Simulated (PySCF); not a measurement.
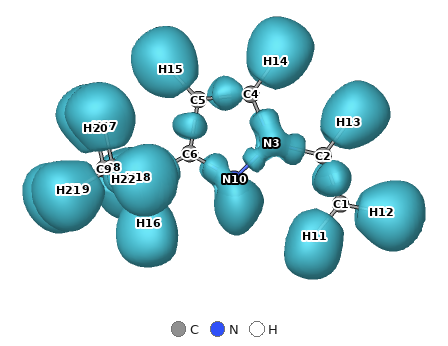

Figure 1: C8H12N2 (SMILES C=Cn1ccc(C(C)C)n1). Isosurface of the ELF at 0.75 (cyan), seen across its widest extent. Only the valence region is drawn (cores and ρ < 0.01 e/Å³ removed).

Geometry: GFN2-xTB.

All numbers below come from PBE0/pcSseg-1, SCF density, gas phase, non-relativistic in PySCF 2.14.0.

```xyz
22

C     3.5355    0.6399    1.3188
C     3.1740   -0.0236    0.2310
N     1.8561   -0.1972   -0.1584
C     1.4217   -0.8631   -1.2588
C     0.0548   -0.7904   -1.2589
C    -0.2670   -0.0473   -0.0998
C    -1.6217    0.3371    0.3986
C    -2.3324    1.2187   -0.6303
C    -2.4451   -0.9146    0.7087
N     0.8303    0.2974    0.5430
H     2.7931    1.0809    1.9590
H     4.5696    0.7515    1.5851
H     3.8851   -0.4831   -0.4420
H     2.1052   -1.3275   -1.9414
H    -0.6201   -1.2055   -1.9790
H    -1.4778    0.9083    1.3208
H    -2.4792    0.6758   -1.5614
H    -1.7409    2.1072   -0.8392
H    -3.3046    1.5301   -0.2550
H    -2.5932   -1.5069   -0.1916
H    -3.4198   -0.6382    1.1044
H    -1.9338   -1.5301    1.4454
```

### Where are the electrons localised?

At this value the surface marks out six regions between bonded C–C atoms (shared pairs), twelve regions around hydrogen nuclei and two regions on N in which the atom's valence shell and bonds are merged. Profiles from the grid: C–N (1.32 Å): the ELF peaks at about 0.90 between the atoms (localised, covalent bonding). C–C (1.32 Å): the ELF peaks at about 0.90 between the atoms; a short, multiple covalent bond.
